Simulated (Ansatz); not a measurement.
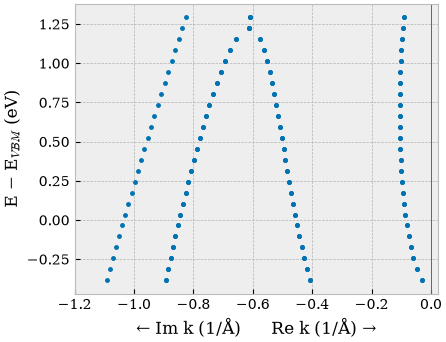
Figure: Complex bands at the centre of the two-dimensional zone; r2SCAN run with Ansatz (a quantum-chemistry and plane-wave program)

No gap correction and no spin-orbit coupling; mid-gap is the computed energy nearest the middle.

### Question
This is TePb (Fm-3m, rock salt, 2 atoms a cell, 33.8 Å³ an atom) along the normal of (001). Read off the slowest decay at the centre of the two-dimensional zone at 0.53 eV, the computed energy nearest the middle of the gap.

### Answer
κ ≈ 0.10 1/Å, a decay length 1/(2κ) of the density of 4.8 Å.
